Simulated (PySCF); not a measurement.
**BrF₄⁺: structure of the singlet**

Aim: relax BrF₄⁺ as a singlet from a PBE0 minimum start, check by its vibrations whether the end is a minimum, and collect its spectrum and constants.

The runs use PySCF 2.14.0; PBE0, basis Br def2-SVP, F def2-SVP, no relativity, density fitting.

### 1 Where the work starts

5 atoms, charge 1, spin multiplicity 1.

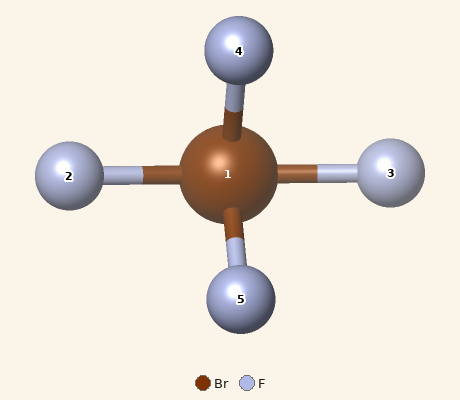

The starting geometry (bromine brown, fluorine light blue); atoms are numbered from 1 in the order of the file.

Coordinates in bohr (charge 1 multiplicity 1):
```
Br    0.0000    0.0000   -0.5517
F     0.0000    3.2566   -0.2862
F     0.0000   -3.2566   -0.2862
F     2.5082    0.0000    1.4283
F    -2.5082    0.0000    1.4283
```

### 2 First SCF at the start

The steps below are one call of a driver around PySCF. For each, scf.py gives the equivalent set-up of the SCF; relaxations use the driver's own optimiser. After this first run the driver tries any further starts and a stability analysis.

scf.py

```python
from pyscf import gto, scf, dft
mol = gto.M(atom='''
Br    -0.000000     0.000000    -0.291934
F      0.000000     1.723322    -0.151470
F     -0.000000    -1.723322    -0.151470
F      1.327297    -0.000000     0.755839
F     -1.327297     0.000000     0.755839''',
    basis={'Br': 'def2-SVP', 'F': 'def2-SVP'},
    charge=1, spin=0)
mf = dft.RKS(mol, xc='PBE0')
mf.grids.atom_grid = (50, 194)
aux = {'Br': 'def2-universal-JKFIT', 'F': 'def2-universal-JKFIT'}
mf = mf.density_fit(auxbasis=aux)
mf.conv_tol = 1e-08
mf.diis_space = 10
mf.max_cycle = 60
mf.init_guess = 'minao'
mf.verbose = 4
mf.kernel()
```

The run is started by

```console
OMP_NUM_THREADS=2 python axn.py task.json out
```

The log of the run:

```text
init E= -2971.83129836036
  HOMO = -0.400318526261041  LUMO = -0.122052873656705  gap/eV = 7.57199
cycle= 1 E= -2971.16400038411  delta_E= 0.667  |g|= 1.36  |ddm|= 2.94
  HOMO = -0.621584549344696  LUMO = -0.540546607486519  gap/eV = 2.20515
cycle= 2 E= -2970.06655207091  delta_E=  1.1  |g|= 2.89  |ddm|= 3.36
  HOMO = -0.720957105337041  LUMO = -0.456896832385146  gap/eV = 7.18545
cycle= 3 E= -2971.52271406216  delta_E= -1.46  |g|= 0.419  |ddm|= 2.16
  HOMO = -0.67742818702036  LUMO = -0.449473148461779  gap/eV = 6.20297
cycle= 4 E= -2971.54542667082  delta_E= -0.0227  |g|= 0.227  |ddm|= 0.447
  HOMO = -0.683282869674366  LUMO = -0.43596054238054  gap/eV = 6.72998
cycle= 5 E= -2971.55422452096  delta_E= -0.0088  |g|= 0.0261  |ddm|= 0.159
  HOMO = -0.685771241320656  LUMO = -0.437869343698786  gap/eV = 6.74575
cycle= 6 E= -2971.55433246662  delta_E= -0.000108  |g|= 0.00405  |ddm|= 0.0181
  HOMO = -0.685635106180249  LUMO = -0.437403342002217  gap/eV = 6.75473
cycle= 7 E= -2971.55433586507  delta_E= -3.4e-06  |g|= 0.000998  |ddm|= 0.00464
  HOMO = -0.685677119576  LUMO = -0.437413347922635  gap/eV = 6.75560
cycle= 8 E= -2971.5543360291  delta_E= -1.64e-07  |g|= 0.000286  |ddm|= 0.00126
  HOMO = -0.68566309805209  LUMO = -0.437439185685573  gap/eV = 6.75452
cycle= 9 E= -2971.55433605088  delta_E= -2.18e-08  |g|= 2.45e-05  |ddm|= 0.000425
  HOMO = -0.685660514505542  LUMO = -0.437434153618808  gap/eV = 6.75458
cycle= 10 E= -2971.5543360511  delta_E= -2.23e-10  |g|= 7.11e-06  |ddm|= 4.79e-05
  HOMO = -0.685662311994709  LUMO = -0.437433926910149  gap/eV = 6.75464
Extra cycle  E= -2971.55433605105  delta_E= 4.91e-11  |g|= 1.38e-05  |ddm|= 1.48e-05
converged SCF energy = -2971.55433605105
```

This step, with its further starts and checks, needed 7.5 s of wall time on 2 threads of Arm Neoverse N1, shared host.

No lower closed-shell solution turned up in the test of internal stability.

### 3 PBE0 minimum start, singlet: relaxation

The program finds C2v symmetry in the start, which this walk keeps.

scf.py: that of step 2 with these lines changed.

```diff
@@ -3,5 +3,5 @@
-Br    -0.000000     0.000000    -0.291934
-F      0.000000     1.723322    -0.151470
-F     -0.000000    -1.723322    -0.151470
-F      1.327297    -0.000000     0.755839
-F     -1.327297     0.000000     0.755839''',
+Br     0.000000     0.000000    -0.291451
+F      0.000000     1.723322    -0.150987
+F      0.000000    -1.723322    -0.150987
+F      1.327297     0.000000     0.756322
+F     -1.327297     0.000000     0.756322''',
@@ -17 +16,0 @@
-mf.init_guess = 'minao'
```

The optimiser's trace:

```csv
step,energy (Eh),change (kJ/mol),largest symmetric gradient (Eh/bohr)
0,-2971.554336,0.00,0.00052
1,-2971.554337,0.00,0.00028
```

The walk took 4.9 s.

Geometry (Å) and forces (eV/Å) at some steps:

```
step 0
Br   0.000   0.000  -0.291   0.000   0.000   0.027
F    0.000   1.723  -0.151   0.000   0.004  -0.011
F    0.000  -1.723  -0.151   0.000  -0.004  -0.011
F    1.327   0.000   0.756   0.008   0.000  -0.003
F   -1.327   0.000   0.756  -0.008   0.000  -0.003
step 1
Br   0.000   0.000  -0.290   0.000   0.000  -0.014
F    0.000   1.724  -0.152   0.000   0.002   0.004
F    0.000  -1.724  -0.152   0.000  -0.002   0.004
F    1.329   0.000   0.756  -0.004   0.000   0.003
F   -1.329   0.000   0.756   0.004   0.000   0.003
```

It settles in C2v symmetry, 0.0 kJ/mol below the start, after 1 steps: Br–F 1.691 Å (×2), Br–F 1.729 Å (×2); F–Br–F 87.2° (×4), F–Br–F 103.6°, F–Br–F 170.9°.

### 4 Hessian and properties

The point is checked on the finer grid, and tightened if its gradient asks for it. The Hessian and the dipole derivatives come from central differences of analytic gradients, with steps of 0.02 bohr.

scf.py: that of step 3 with these lines changed.

```diff
@@ -3,5 +3,5 @@
-Br     0.000000     0.000000    -0.291451
-F      0.000000     1.723322    -0.150987
-F      0.000000    -1.723322    -0.150987
-F      1.327297     0.000000     0.756322
-F     -1.327297     0.000000     0.756322''',
+Br     0.000000     0.000000    -0.292062
+F      0.000000     1.723352    -0.152003
+F      0.000000    -1.723352    -0.152003
+F      1.327005    -0.000000     0.756022
+F     -1.327005    -0.000000     0.756022''',
@@ -11 +11 @@
-mf.grids.atom_grid = (50, 194)
+mf.grids.atom_grid = (75, 302)
@@ -14 +14 @@
-mf.conv_tol = 1e-08
+mf.conv_tol = 1e-10
```

The driver hands on the density of the step before, so the log starts near convergence.

Log of the central SCF (cycles and frontier levels):

```text
init E= -2971.55433670954
  HOMO = -0.685644171145154  LUMO = -0.437476793130134  gap/eV = 6.75298
cycle= 1 E= -2971.55433670954  delta_E= 9.09e-13  |g|= 9.68e-07  |ddm|= 9.67e-07
  HOMO = -0.685644096912504  LUMO = -0.437476844267074  gap/eV = 6.75297
Extra cycle  E= -2971.55433670955  delta_E= -1.09e-11  |g|= 1.83e-06  |ddm|= 1.85e-06
converged SCF energy = -2971.55433670955
```

The whole step took 63 s.

Geometry: C2v; Br–F 1.691 Å (×2), Br–F 1.729 Å (×2); F–Br–F 87.1° (×4), F–Br–F 103.4°, F–Br–F 170.7°.

Harmonic modes (main isotopes):

| symmetry | ω (cm⁻¹) | IR (km/mol) | type |
| --- | --- | --- | --- |
| a1 | 152 | 0.1 | bend |
| b2 | 262 | 13.2 | bend |
| a1 | 371 | 27.0 | bend |
| a2 | 374 | 0.0 | bend |
| b1 | 410 | 16.4 | bend |
| a1 | 651 | 2.5 | stretch |
| a1 | 743 | 22.5 | stretch |
| b2 | 752 | 55.4 | stretch |
| b1 | 782 | 221 | stretch |

Every mode is real; the point is a minimum.

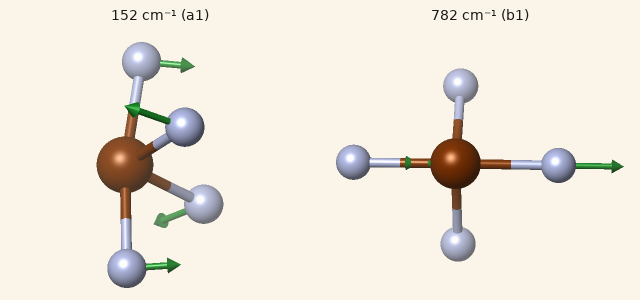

How the atoms move in 2 of the modes.

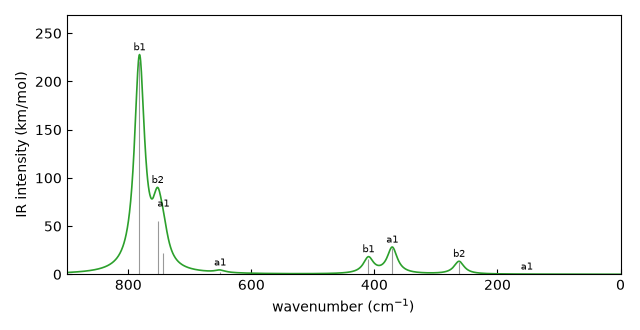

The harmonic infrared spectrum (widths in cm⁻¹). Lines are broadened to a width of 20 cm⁻¹ (Lorentzian).

Constants and moments:

| Quantity | Value |
| --- | --- |
| Dipole moment about the centre of mass | 1.75 D |
| Highest occupied level | -18.66 eV |
| Lowest empty level | -11.90 eV |
| Rotational constants | 0.1752, 0.1186, 0.09378 cm⁻¹ |
| Zero-point energy | 26.9 kJ/mol |
| Principal polarisabilities | 17.1, 23.9, 31.2 bohr³ |
| Principal traceless quadrupole moments about the centre of mass | -4.08, 1.81, 2.27 D Å |
| Entropy at 298.15 K and 1 bar | 311.1 J/(mol K) |
| Heat capacity Cp at 298.15 K | 80.3 J/(mol K) |
| Enthalpy at 298.15 K above 0 K | 16.45 kJ/mol |
| Rotational symmetry number | 2 |

Populations by atom (charges in e):

```csv
atom,Mulliken,Löwdin,polar tensor,Mayer order to Br1
Br1,1.73,1.52,2.46,–
"F2,3",-0.23,-0.17,-0.45,1.00
"F4,5",-0.14,-0.09,-0.28,1.03
```

Mulliken populations on Br1: s 7.85, p 14.78, d 10.63.

### 5 What came out

```
                            quantity                                                                                     value
                             minimum                                                                              singlet, C2v
                            geometry     Br–F 1.691 Å (×2), Br–F 1.729 Å (×2); F–Br–F 87.1° (×4), F–Br–F 103.4°, F–Br–F 170.7°
                  wavenumbers (cm⁻¹)  152 (a1), 262 (b2), 371 (a1), 374 (a2), 410 (b1), 651 (a1), 743 (a1), 752 (b2), 782 (b1)
      dipole moment (centre of mass)                                                                                    1.75 D
highest occupied, lowest empty level                                                                         -18.66, -11.90 eV
          polar-tensor charge of Br1                                                                                   +2.46 e
                   zero-point energy                                                                               26.9 kJ/mol
                 entropy at 298.15 K                                                                           311.1 J/(mol K)
```

What this shows: The molecule stays C2v, as typed, and the end point is a minimum. In the infrared the band at 782 cm⁻¹ (b1, stretch) leads. Other starts or spin states, not run here, may lie lower.

The search up to here took 76 s.
